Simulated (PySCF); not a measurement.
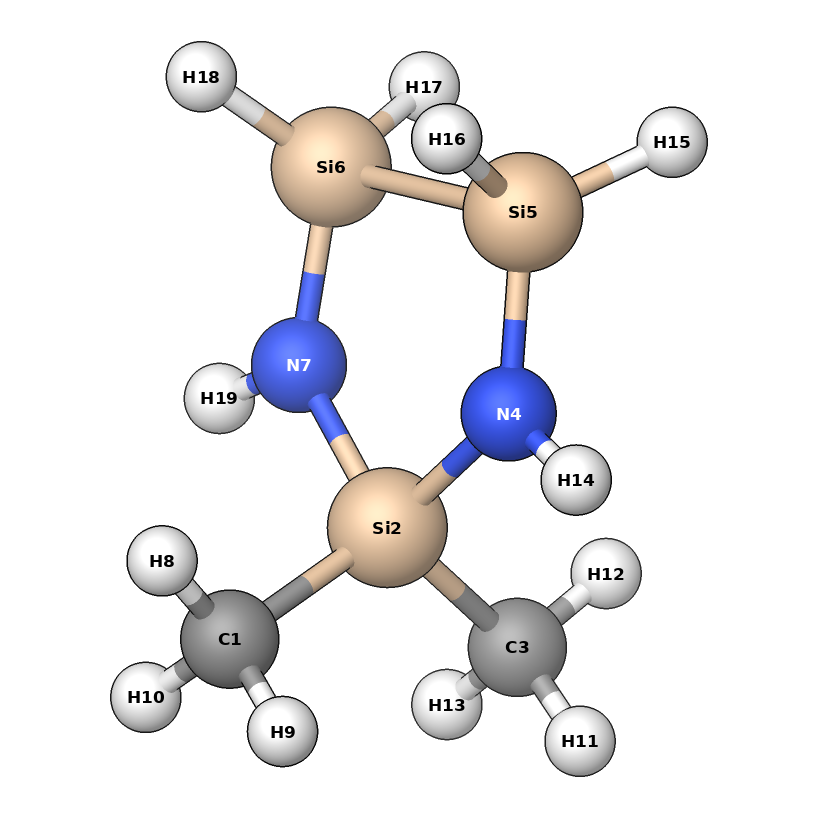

State: charge +1, doublet. Computed geometry: GFN2-xTB optimisation. No frequency run is at hand to confirm it as a minimum. Method: UKS B3LYP, pcH-1 on C H N Si, non-relativistic (PySCF 2.14.0).

Give the isotropic hyperfine couplings (Fermi-contact term alone) of C1, Si2, C3, N4, Si5, Si6, N7, H8, H9, H10, H11, H12, H13, H14, H15, H16, H17, H18, H19.

```tsv
atom	isotope	a_iso (MHz)
C1	13C	−1.0
Si2	29Si	−5.1
C3	13C	−0.2
N4	14N	8.2
Si5	29Si	−32.5
Si6	29Si	−33.2
N7	14N	7.6
H8	1H	0.2
H9	1H	2.6
H10	1H	−0.4
H11	1H	−0.4
H12	1H	−0.2
H13	1H	3.8
H14	1H	40.4
H15	1H	19.1
H16	1H	129.4
H17	1H	114.6
H18	1H	27.5
H19	1H	42.1
```

The geometry is semi-empirical. Around Si such bond lengths and angles can be off by a tenth of an ångström or more and by several degrees, and values that hang on the shape move with them.
